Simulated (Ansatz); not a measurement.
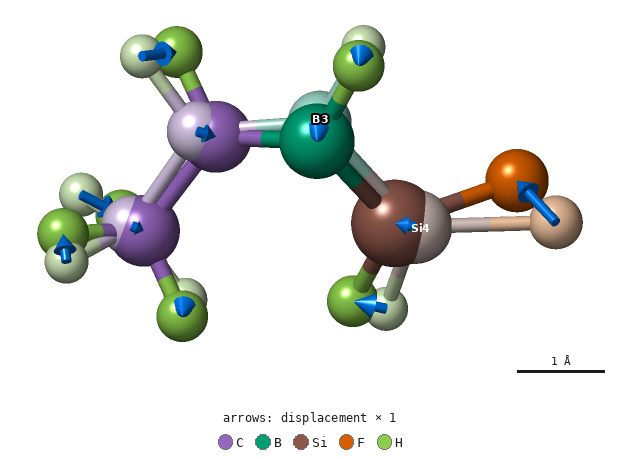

This is a relaxation of C$_{2}$H$_{6}$BFSi. The starting structure is drawn faded, the final one solid; blue arrows show the displacements, at their true length. The two geometries are superimposed by the best rigid fit.

Style: ball-and-stick. Shown from a free direction.

The start comes from PBE-D4/def2-SVP.

The calculation used RKS PBE0-D4/def2-TZVP (Ansatz). Set-up: force threshold 0.005 eV/Å; at most 150 steps.

### What did the optimiser do to the structure, and how much energy did it gain?

Over 19 accepted moves (21 points after the start) the energy falls by 10.2 kJ/mol. Largest force component: 1.2 eV/Å at the start, 0.0049 eV/Å at the end. The line search rejected the trial steps at points 7, 11 of the run. The atom that moves furthest after the best rigid fit is the F atom (0.82 Å). Largest moves by element: F 0.82 Å, H 0.60 Å, B 0.46 Å, Si 0.24 Å, C 0.24 Å. Some distances before and after: C–Si 2.819 → 2.355 Å, F–Si 1.639 → 1.599 Å, H–Si 1.509 → 1.478 Å, B–Si 1.904 → 1.876 Å. Among the angles between lasting bonds that change: C–B–Si 112.2° → 88.7°, Si–B–H 119.6° → 124.3°, B–Si–F 124.8° → 120.7°. The run took 75 s on 4 threads of Arm Neoverse V1, on a shared host.
